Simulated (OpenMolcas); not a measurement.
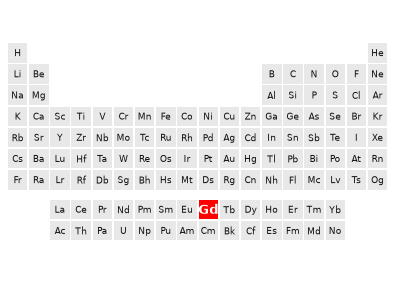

**Figure 1.** The place of gadolinium in the periodic table.

Run report: Gd⁴⁺, multiconfigurational calculation

Gd⁴⁺. Level asked for: state-averaged CASSCF, active space 6 electrons in the shell 4f, basis ANO-RCC-VDZP, DKH3 scalar Hamiltonian, spin-orbit coupling by RASSI with atomic mean-field integrals (OpenMolcas).

## Input file
```
&GATEWAY
Coord
1

Gd 0.0 0.0 0.0
Basis=ANO-RCC-VDZP
Group=XYZ
NoMove
AngMom=0.0 0.0 0.0
AMFI
&SEWARD
Relativistic=R03O02
&RASSCF
FileOrb=start.orb
Symmetry=1
Spin=7
nActEl=7 0 0
Inactive=15 12
Ras2=0 7
CIRoot=7 7 1
SDav=7
CIMx=300
Iter=86 100
PrWF=0.3
OrbListing=Nothing
MaxOrb=0
Atom
>>> COPY $Project.JobIph JOB001
```

The file start.orb holds starting orbitals from an earlier step.

Command:
```bash
OMP_NUM_THREADS=1 MOLCAS_MEM=2252 MOLCAS_PROJECT=a pymolcas a.inp > a.log  # once for each step of the input, in one work folder
```

## Log (extracts)
```
--- SEWARD ---
Basis set label: GD.ANO-RCC...7S6P4D2F1G.

      Electronic valence basis set:
      ------------------
      Associated Effective Charge  64.000000 au
      Associated Actual Charge     64.000000 au
      Nuclear Model: Point charge

      Shell  nPrim  nBasis  Cartesian Spherical Contaminant
         s      25       7        X
         p      22       6        X
         d      15       4                 X
         f      11       2                 X
         g       4       1                 X
Relativistic=R03O02
                  Relativistic Douglas-Kroll-Hess integrals:
                    - DKH order of Hamiltonian: 3
                    - DKH order of Properties : 2
--- RASSCF ---

 Nr of active orbitals     NAC=   7
 Spin degeneracy         ISPIN=   7
 There can be no such wave function.
 ************************************************
--- Stop Module: rasscf at  /rc=_RC_INPUT_ERROR_ ---
.####################.
.# User input error #.
.####################.
```

## Outcome

- outcome: refused by the program
- hardware: 1 CPU thread, shared host

## Diagnosis

This input holds a deliberate fault: wrong electron count. The program refused the input; the driver noted: RASSCF spin 7: _RC_INPUT_ERROR_.
